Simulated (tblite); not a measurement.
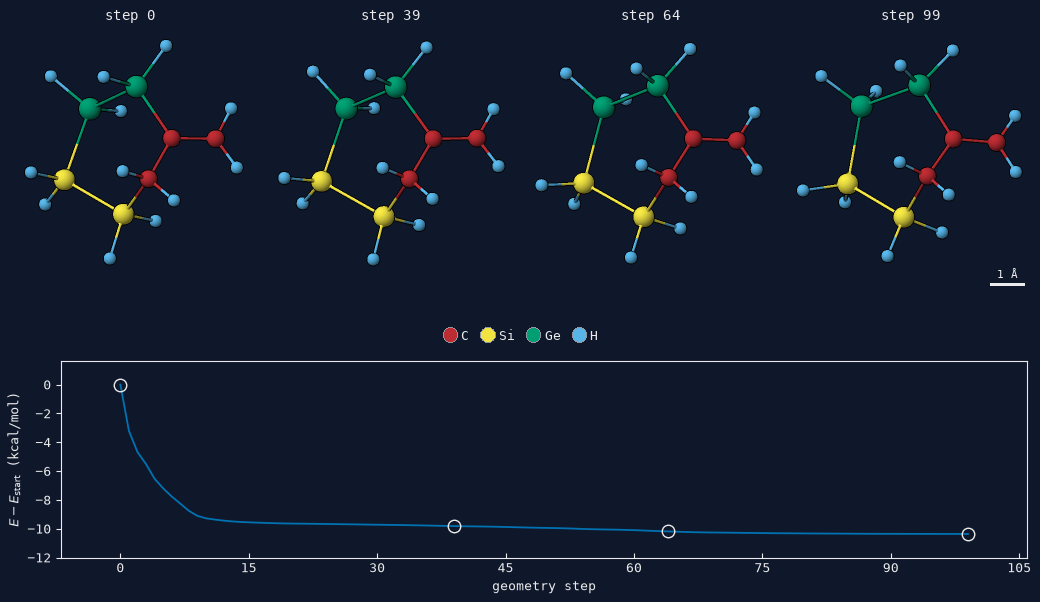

Frames of a relaxation of C₃H₁₂Ge₂Si₂, marked on the history of the run. A ball-and-stick model, seen from a free direction.

Theory: GFN2-xTB geometry optimisation, gas phase (tblite 0.8.0). 

> Describe the path.

The energy falls by 10.4 kcal/mol in 99 geometry steps. The largest moves after the best rigid fit, 0.96 Å, are those of H atoms. Largest moves by element: H 0.96 Å, Ge 0.33 Å, Si 0.31 Å, C 0.14 Å. Near-neighbour distances that change, for instance: Si–Si 2.228 → 2.330 Å, C–Si 1.852 → 1.919 Å, Ge–H 1.565 → 1.517 Å, C–Ge 1.924 → 1.968 Å. Among the angles between lasting bonds that change: H–Ge–H 110.4° → 100.3°, H–Ge–H 112.4° → 103.9°, Si–Si–H 105.5° → 113.0°. Groups turn about Ge–Si by about 35°, Si–Si by about 30°, Ge–Ge by about 25°. From step 0 to 39: an H atom moves most (0.31 Å), energy −9.82 kcal/mol. From step 39 to 64: H atoms move most (0.41 Å), energy −0.37 kcal/mol. From step 64 to 99: H atoms move most (0.39 Å), energy −0.18 kcal/mol.

```csv
step,"E − E(0), kcal/mol"
0,0.00
1,-3.21
2,-4.68
3,-5.52
4,-6.53
5,-7.20
6,-7.76
7,-8.26
8,-8.75
9,-9.11
10,-9.27
15,-9.55
19,-9.63
24,-9.67
29,-9.71
33,-9.74
38,-9.80
43,-9.85
47,-9.91
52,-9.97
57,-10.05
62,-10.14
66,-10.22
71,-10.27
76,-10.31
80,-10.32
85,-10.34
90,-10.35
94,-10.36
99,-10.36
```
